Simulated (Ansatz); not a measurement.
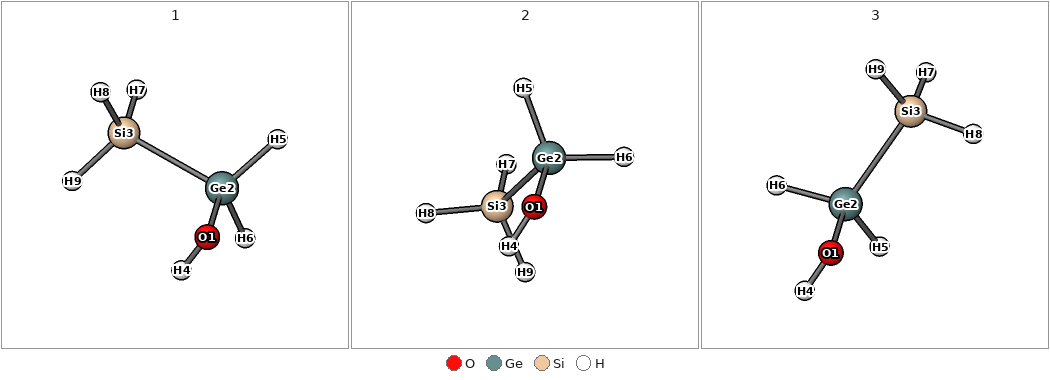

GeH6OSi, SMILES [OH][GeH2][SiH3]. 
- Coordinates scanned: (1) angle H4–O1–Ge2; (2) dihedral H4–O1–Ge2–Si3.
- Nothing is relaxed (all other coordinates rigid).
- The scan uses an 11 × 10 grid.
- Points are written as (first, second).
- Energies are in kJ/mol, from the relaxed molecule at the same level.
- Computed with Ansatz 0.2.0, RKS PBE0-D4/def2-TZVP.

The numbered pictures are structures from this grid.

### Which is the most stable, and how do the others follow?

3, at (112.3°, −180°): 2.4 kJ/mol; 2, at (122.3°, 0°): 6.7 kJ/mol; 1, at (97.3°, 72°): 11.7 kJ/mol.

The map, with the structures marked:

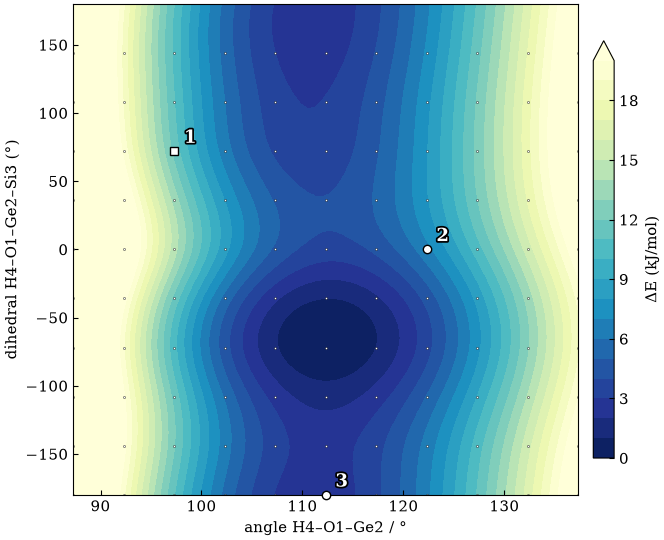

Drawn: filled contours, dots at the grid points, one colour for all values above the top of the scale. Between grid points the surface is interpolated.
